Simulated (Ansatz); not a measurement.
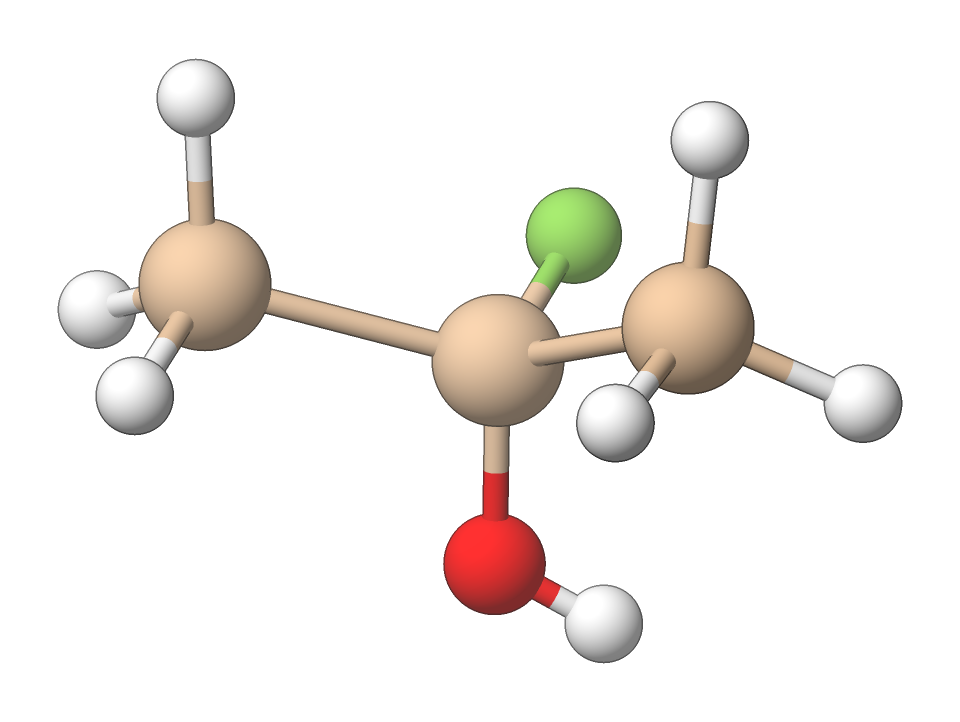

Ball-and-stick drawing of a structure. Every bond is drawn as one stick, whatever its order. Colours: silicon light orange, fluorine green, oxygen red, hydrogen white.

The computed structure is the end point of a PBE0-D4/def2-TZVP optimisation.

Question: Give the formula.

Answer: FH7OSi3, 12 atoms: 1 fluorine, 7 hydrogen, 1 oxygen and 3 silicon.

Question: Give the symmetry (Schoenflies symbol).

Answer: C1.

Question: Count the bonded pairs by element.

Answer: 6 Si–H, 2 Si–Si, 1 O–Si, 1 F–Si, 1 O–H. Sticks follow a distance rule.

The parts below concern this one geometry. Atoms keep their numbers from picture to picture.

## Shape

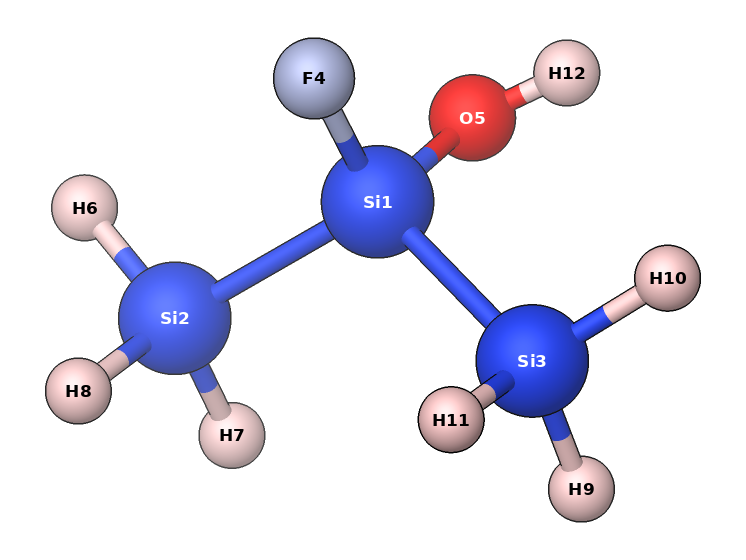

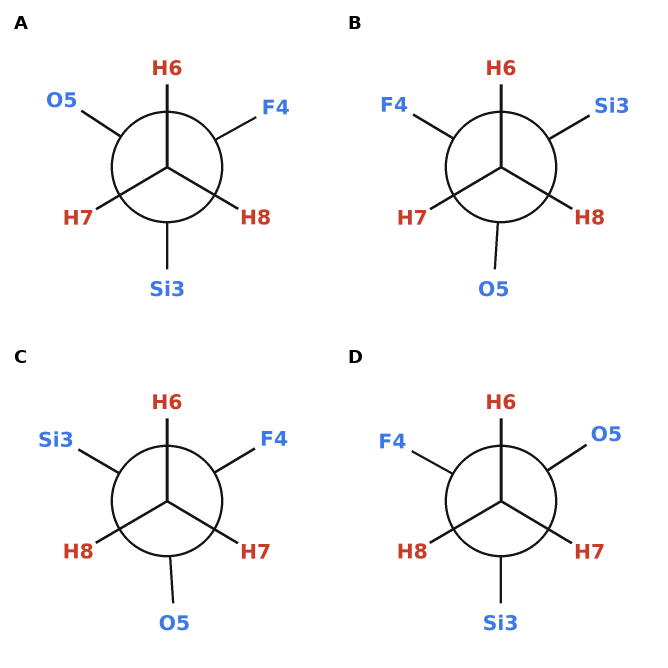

Distant atoms are faded towards the background colour. Bonds that would overlap in a projection are set slightly apart.

Question: Which Newman projection shows the view along Si2–Si1, with Si2 in front?

Answer: A. The torsion angle H6–Si2–Si1–Si3 is 180°, antiperiplanar (anti).

## Electronic properties

Properties computed with RKS PBE0-D4/def2-TZVPP (Ansatz 0.2.0).

Predict the main results.

- HOMO energy (Kohn–Sham orbital): −7.61 eV
- LUMO energy (Kohn–Sham orbital): −0.80 eV
- HOMO–LUMO gap: 6.81 eV
- dispersion correction: −24.3 kJ/mol

## Thermal motion

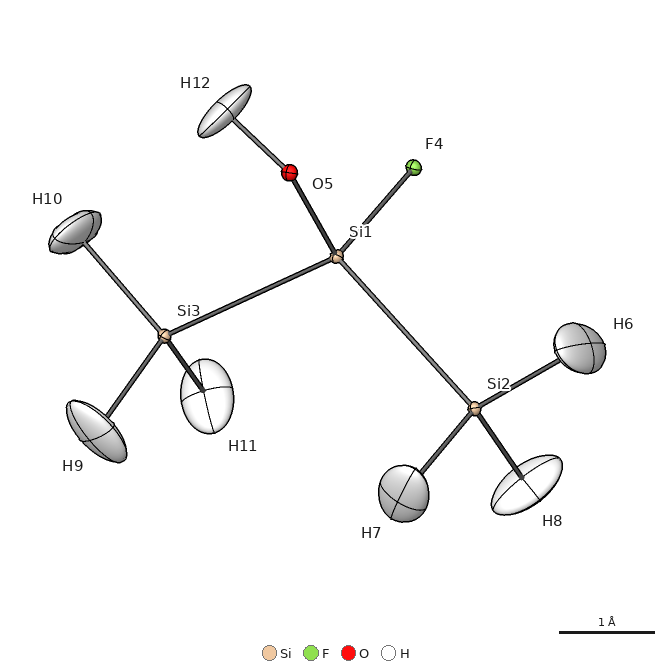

Displacement ellipsoids at the 50 % level, from the internal vibrations of the free molecule (harmonic, no overall translation or rotation; no half-axis is drawn under 0.075 Å). Vibrations computed with RKS PBE0-D4/def2-TZVP (Ansatz 0.2.0). Temperature: 0 K (zero-point motion alone).

Question: Which atom has the largest mean-square displacement?

Answer: H10, with U_eq = 0.0433 Å².

Question: Does H11 move more along its bond or across it?

Answer: Across it: the root-mean-square amplitude is 0.090 Å along the bond and up to 0.291 Å across, since bending and torsion are softer than stretching.

List U_eq and the three principal root-mean-square amplitudes for each kind of atom.

```csv
atom,U_eq (Å²),rms amplitudes (Å)
Si1,0.0013,"0.031, 0.037, 0.038"
Si2,0.0014,"0.028, 0.034, 0.047"
Si3,0.0014,"0.028, 0.034, 0.047"
F4,0.0026,"0.036, 0.054, 0.060"
O5,0.0029,"0.039, 0.057, 0.062"
H6,0.0429,"0.096, 0.185, 0.292"
H7,0.0419,"0.090, 0.183, 0.290"
H8,0.0417,"0.090, 0.183, 0.289"
H9,0.0412,"0.091, 0.185, 0.285"
H10,0.0433,"0.096, 0.187, 0.293"
H11,0.0423,"0.090, 0.185, 0.291"
H12,0.0311,"0.084, 0.161, 0.246"
```

## Dipole moment

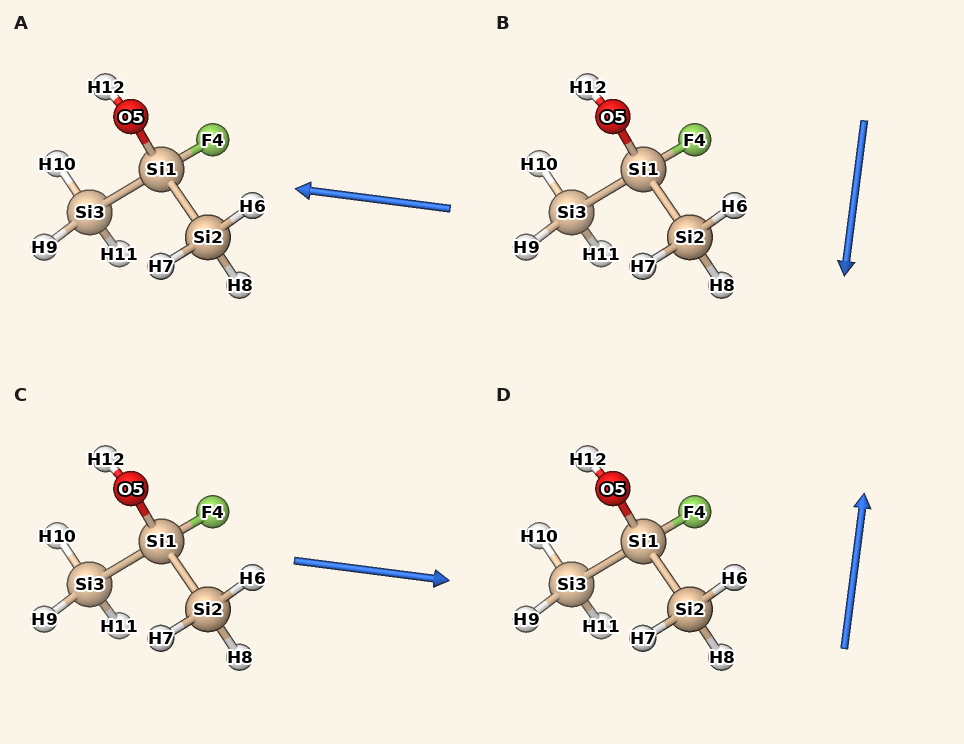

The same molecule four times, each with an arrow. Method: RKS PBE0-D4/def2-TZVP (Ansatz 0.2.0).

Question: Which arrow points along the dipole moment, from the negative to the positive end?

Answer: A. The dipole moment is 1.37 D; it points from the side of H6 to the side of H9, H10 (the outermost atoms at the two ends).
